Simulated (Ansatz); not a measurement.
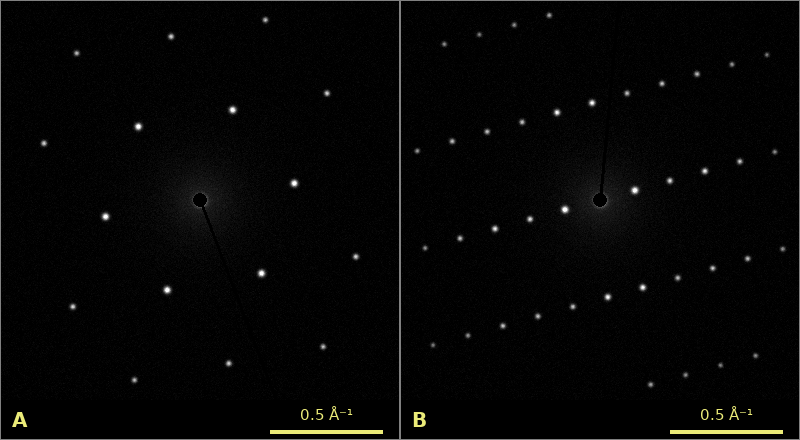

Kinematic electron diffraction patterns (200 kV, B = 0.5 Å², same scale, each along a low-index zone) of two structures of composition Li2Sn, each relaxed at zero pressure with DFT PBE, scalar-relativistic, plane waves, PAW in Ansatz 0.2.0.

The structures (standard cells):
1. Fm-3m (No. 225), a = 6.560 Å, 12 atoms; generated start, possibly hypothetical
2. I4_1/amd (No. 141), a = 3.283 Å, c = 24.510 Å, 12 atoms; generated start, possibly hypothetical

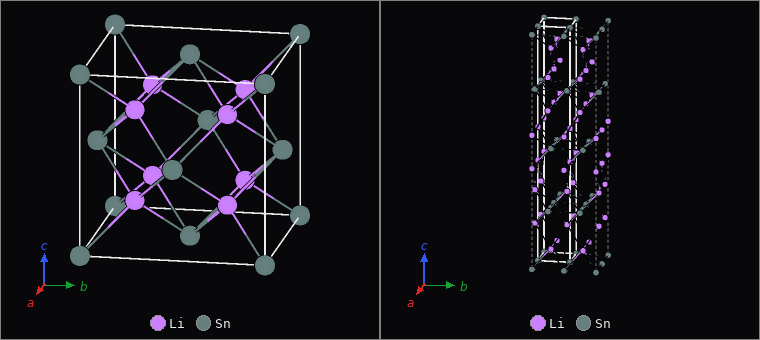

Drawings of the structures 1 to 2, from left to right (each may span several cells).

> Which pattern belongs to which structure, and along which zone?

A is structure 1 along [111] or an equivalent direction: hexagonal net of -2 2 0 at d = 2.32 Å and -2 0 2 at d = 2.32 Å, 60.0° apart. B is structure 2 along [110] or an equivalent direction: centred rectangular net of 0 0 4 at d = 6.13 Å and 1 -1 2 at d = 2.28 Å, 79.3° apart (some points of this net are extinct or too weak to see).

> Rank the structures by their computed energy.

Structure 2 (I4_1/amd, 22.01 Å³ an atom) is the lowest of these; structure 1 (Fm-3m, 23.53 Å³ an atom) lies about 160 meV an atom higher. These are static energies at 0 K; other structures, not shown, may lie lower still.
